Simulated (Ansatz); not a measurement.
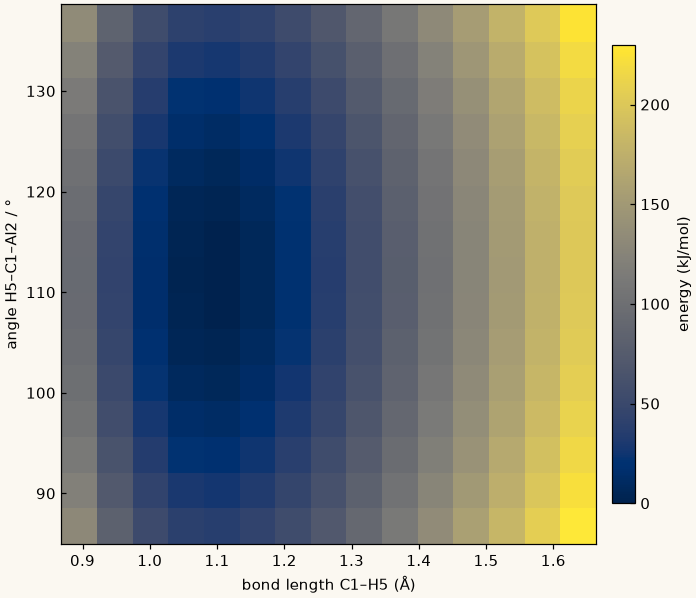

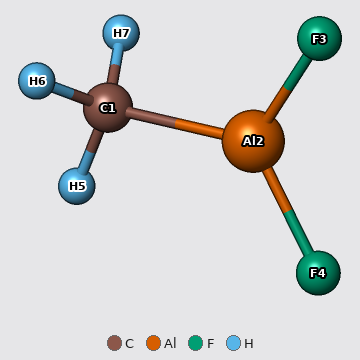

Energy landscape of CH₃AlF₂, SMILES [CH3][Al]([F])[F]. Coordinates scanned: (1) bond length C1–H5; (2) angle H5–C1–Al2. Nothing is relaxed (all other coordinates rigid). The grid has 15 × 15 points. Points are written as (first, second). Energies are in kJ/mol, from the lowest grid point. The reference is spin-restricted, which grows unreliable where a bond is stretched far. Computed with RKS PBE0-D4/def2-TZVP (Ansatz 0.2.0).

The picture shows one coloured cell a grid point. The second picture is the structure at the lowest point.

Describe this landscape.

Answer. The lowest grid point is at (1.107 Å, 111.8°). No other kind of well shows on this grid. The highest grid point, (1.637 Å, 86.8°), lies 230 kJ/mol above the lowest. Round the minimum the two coordinates are nearly uncoupled.

Grid values (kJ/mol):

| angle H5–C1–Al2 ↓, bond length C1–H5 → | 0.895 | 0.948 | 1.001 | 1.054 | 1.107 | 1.160 | 1.213 | 1.266 | 1.319 | 1.372 | 1.425 | 1.478 | 1.531 | 1.584 | 1.637 |
| --- | --- | --- | --- | --- | --- | --- | --- | --- | --- | --- | --- | --- | --- | --- | --- |
| 136.8 | 134 | 84 | 54 | 40 | 37 | 42 | 54 | 69 | 88 | 109 | 131 | 154 | 178 | 202 | 225 |
| 133.2 | 123 | 73 | 44 | 30 | 27 | 33 | 44 | 60 | 79 | 101 | 123 | 146 | 170 | 194 | 218 |
| 129.6 | 114 | 64 | 35 | 21 | 19 | 24 | 36 | 53 | 72 | 93 | 116 | 140 | 164 | 188 | 213 |
| 126.1 | 107 | 57 | 28 | 14 | 12 | 18 | 30 | 47 | 66 | 88 | 111 | 135 | 159 | 184 | 208 |
| 122.5 | 101 | 51 | 23 | 9 | 7 | 13 | 25 | 42 | 61 | 83 | 106 | 130 | 155 | 180 | 204 |
| 118.9 | 96 | 47 | 19 | 5 | 3 | 9 | 22 | 38 | 58 | 80 | 103 | 128 | 152 | 177 | 202 |
| 115.4 | 94 | 45 | 16 | 3 | 1 | 7 | 20 | 36 | 56 | 78 | 102 | 126 | 151 | 176 | 201 |
| 111.8 | 93 | 44 | 15 | 2 | 0 | 6 | 19 | 36 | 56 | 78 | 101 | 126 | 151 | 176 | 200 |
| 108.2 | 94 | 45 | 16 | 3 | 1 | 7 | 20 | 37 | 57 | 79 | 102 | 127 | 152 | 177 | 201 |
| 104.6 | 96 | 47 | 18 | 5 | 3 | 9 | 22 | 39 | 59 | 81 | 105 | 129 | 154 | 179 | 203 |
| 101.1 | 100 | 51 | 22 | 9 | 7 | 13 | 26 | 43 | 62 | 85 | 108 | 132 | 157 | 182 | 206 |
| 97.5 | 105 | 56 | 27 | 14 | 12 | 18 | 31 | 48 | 67 | 89 | 113 | 137 | 161 | 186 | 211 |
| 93.9 | 112 | 63 | 34 | 21 | 19 | 25 | 37 | 54 | 74 | 96 | 119 | 143 | 167 | 192 | 216 |
| 90.4 | 120 | 71 | 43 | 29 | 27 | 33 | 45 | 62 | 81 | 103 | 126 | 149 | 174 | 198 | 222 |
| 86.8 | 131 | 82 | 53 | 39 | 37 | 43 | 55 | 71 | 90 | 112 | 134 | 158 | 182 | 206 | 230 |

The whole map (225 points run) took 15 min on 1 thread of Arm Neoverse V2, on a shared host.
